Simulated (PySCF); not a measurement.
**SiH2Cl (chlorosilyl radical) at 3 levels**

Wanted: a comparison of 3 runs (UB3LYP/STO-3G, UPBE0/STO-3G, NEVPT2(3,3)/STO-3G) of SiH2Cl (chlorosilyl radical). 

The calculation is run with PySCF 2.14.0.

## (1) Starting point

SiH2Cl: 4 atoms, total charge 0, spin state doublet. SMILES: `[SiH2]Cl`. The Si1–H3 distance was set to 3.193 Å, away from the relaxed value. At this shape a bond of the SMILES string is far longer than usual.

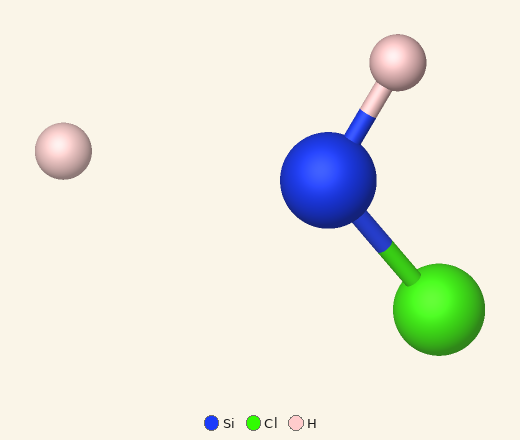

Viewed from a chosen angle; silicon blue, chlorine green, hydrogen pink.

## (2) The energy at UB3LYP/STO-3G (run 1)

Input file run.py:

```python
from pyscf import gto, dft

mol = gto.M(
    atom='''
Si       0.654130       1.696885      -0.026475
Cl       2.535400       1.399575       0.653025
H       -1.065000      -0.978280       0.263310
H        0.688600       2.259385      -1.364045
''',
    max_memory=1860,
    spin=1,
    basis='sto-3g',
    verbose=3,
    charge=0,
)

calc0 = dft.UKS(mol)
calc0.xc = 'b3lyp'
calc0.grids.level = 5
calc0.conv_tol = 1e-10
calc0.kernel()
if not calc0.converged:
    calc0 = calc0.newton().run(calc0.mo_coeff, calc0.mo_occ)

e_final = calc0.e_tot
print(f'total energy: {e_final:.8f} hartree')
```

Command:

```sh
OMP_NUM_THREADS=1 python run.py
```

Output:

```text
WARN: HOMO -0.170305048370618 >= LUMO -0.170305048370619

converged SCF energy = -742.351759839345  <S^2> = 0.76459134  2S+1 = 2.0145385
total energy: -742.35175984 hartree
```

Wall time 4.5 s (1 thread of Arm Neoverse V2, shared host); peak memory 0.21 GiB.

## (3) The energy at UPBE0/STO-3G (run 2)

Input file job.py:

```python
from pyscf import gto, dft

mol = gto.Mole()
mol.atom = 'Si 0.654130 1.696885 -0.026475; Cl 2.535400 1.399575 0.653025; H -1.065000 -0.978280 0.263310; H 0.688600 2.259385 -1.364045'
mol.verbose = 3
mol.max_memory = 1860
mol.charge = 0
mol.spin = 1
mol.basis = 'sto-3g'
mol.build()

calc0 = dft.UKS(mol, xc='pbe0')
calc0.conv_tol = 1e-10
calc0.grids.level = 5
calc0.kernel()
if not calc0.converged:
    calc0 = calc0.newton().run(calc0.mo_coeff, calc0.mo_occ)

e_final = calc0.e_tot
print('E = %.10f Eh' % e_final)
```

Command:

```sh
OMP_NUM_THREADS=1 python job.py
```

Output:

```text
WARN: HOMO -0.164232579159905 >= LUMO -0.164232579159904

converged SCF energy = -742.099068541223  <S^2> = 0.77306843  2S+1 = 2.0229369
E = -742.0990685412 Eh
```

Run time: 4.5 s. Hardware: 1 thread of Arm Neoverse V2, shared host; peak memory 0.21 GiB.

## (4) A single-point energy at NEVPT2(3,3)/STO-3G (run 3)

Input file calc.py:

```python
import numpy
from pyscf import gto, scf, mp, mcscf, mrpt

system = gto.M(
    atom='''
Si     1.236127     3.206648    -0.050030
Cl     4.791212     2.644813     1.234038
H     -2.012558    -1.848681     0.497584
H      1.301265     4.269619    -2.577671
''',
    spin=1,
    charge=0,
    max_memory=1860,
    unit='bohr',
    verbose=4,
    basis='sto-3g',
)

hf = system.ROHF()
hf.conv_tol = 1e-10
hf.kernel()
if not hf.converged:
    hf = hf.newton().run(hf.mo_coeff, hf.mo_occ)

pt = mp.MP2(scf.addons.convert_to_uhf(hf)).run()
noons, natorbs = mcscf.addons.make_natural_orbitals(pt)
print('natural occupations', numpy.round(noons[:40], 4))
cas = mcscf.CASSCF(hf, 3, 3)
cas.fix_spin_(ss=0.75)
cas.natorb = True
cas.kernel(natorbs)
e_pt2 = mrpt.NEVPT(cas).kernel()
etot = cas.e_tot + e_pt2
print('E = %.10f Eh' % etot)
```

Command:

```sh
OMP_NUM_THREADS=1 python calc.py
```

Output:

```text
PySCF version 2.14.0

[... 64 lines left out ...]
converged SCF energy = -741.209017353505
[... 32 lines left out ...]
sorting_mo_energy = False
[... 22 lines left out ...]
1-step CASSCF converged in   4 macro ( 37 JK  11 micro) steps
[... 2 lines left out ...]
Natural orbital (expansion on meta-Lowdin AOs) in CAS space
[... 10 lines left out ...]
CASSCF energy = -741.222252483720
[... 2 lines left out ...]
******** <class 'pyscf.mrpt.nevpt2.NEVPT'> ********
NEVPT2 (2e+1e, 3o), ncore = 15, nvir = 2
root = 0
Natural occ [1.94749685 0.99995313 0.05255003]
Natural orbital (expansion on meta-Lowdin AOs) in CAS space
               #1        #2        #3
0 Si 1s         -0.00056  -0.00010  -0.00000
0 Si 2s         -0.01131   0.00062   0.00004
0 Si 3s         -0.83977  -0.04518  -0.00149
[... 16 lines of this table left out ...]
3 H 1s           0.03047   0.01643   0.00050
<CAS-nat-orb|mo-hf>  16     12      -0.48604387
<CAS-nat-orb|mo-hf>  16     16      -0.84643602
<CAS-nat-orb|mo-hf>  17     17       0.99998886
<CAS-nat-orb|mo-hf>  18     18       0.99997473
Sr    (-1)',   E = -0.00000356844862
Si    (+1)',   E = -0.00002648129391
Sijrs (0)  ,   E = -0.01679067321935
Sijr  (+1) ,   E = -0.00530846251909
Srsi  (-1) ,   E = -0.00102028974815
Srs   (-2) ,   E = -0.00257694219617
Sij   (+2) ,   E = -0.00097102853209
Sir   (0)' ,   E = -0.00040610505256
Nevpt2 Energy = -0.027103551009935
E = -741.2493560347 Eh
```

It took 0.76 s on 1 thread of Arm Neoverse V2, shared host; peak memory 0.12 GiB.

## (5) The series

| run | level | integration grid | active selection | energy (Eh) | dipole moment (D) of the reference | HOMO energy (eV) | LUMO energy (eV) | wall time |
| --- | --- | --- | --- | --- | --- | --- | --- | --- |
| 1 | UB3LYP/STO-3G | 5 | – | -742.351760 | 1.93 | -3.59 | 0.30 | 4.5 s |
| 2 | UPBE0/STO-3G | 5 | – | -742.099069 | 2.02 | -3.78 | 0.59 | 4.5 s |
| 3 | NEVPT2(3,3)/STO-3G | – | mp2 natural orbitals | -741.249356 | 2.48 | – | – | 0.76 s |

## (6) Results

| quantity | value |
| --- | --- |
| run 3: total energy | -741.24936 Eh |
| run 3: dipole moment (Hartree–Fock density) | 2.48 D |

What this shows: Totals of different functionals can't be ranked against each other. In runs 1, 2, 3 the basis is minimal, so the values are rough. All runs together took 9.8 s, the longest 4.5 s.
